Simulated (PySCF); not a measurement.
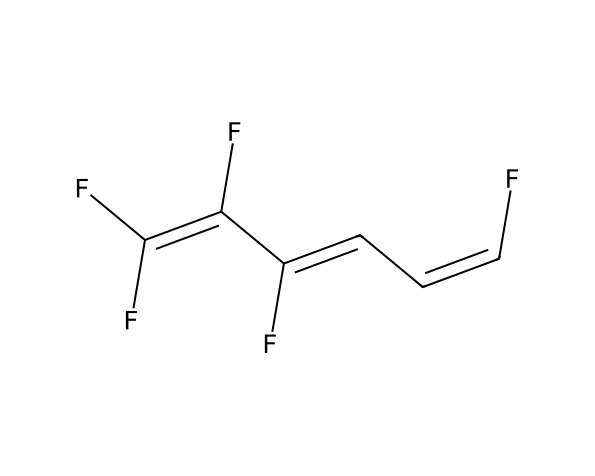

Computed geometry: PBE0-D3(BJ)/def2-SVP optimisation. No frequency run is at hand to confirm it as a minimum. Program: PySCF 2.14.0.

Tabulate HOMO energy (eV), dipole (D), HOMO–LUMO gap (eV) at these levels: B3LYP/def2-SVPD; B3LYP/def2-SVPD in acetonitrile (IEF-PCM); B3LYP/def2-SVPD in water (IEF-PCM); PBE0/pcSseg-1 in acetonitrile (IEF-PCM); PBE0/pcSseg-1 in water (IEF-PCM).

| level | HOMO energy (eV) | dipole (D) | HOMO–LUMO gap (eV) |
| --- | --- | --- | --- |
| B3LYP/def2-SVPD | −6.39 | 1.41 | 4.36 |
| B3LYP/def2-SVPD in acetonitrile (IEF-PCM) | −6.22 | 1.80 | 4.37 |
| B3LYP/def2-SVPD in water (IEF-PCM) | −6.21 | 1.81 | 4.37 |
| PBE0/pcSseg-1 in acetonitrile (IEF-PCM) | −6.32 | 1.67 | 4.77 |
| PBE0/pcSseg-1 in water (IEF-PCM) | −6.32 | 1.68 | 4.77 |
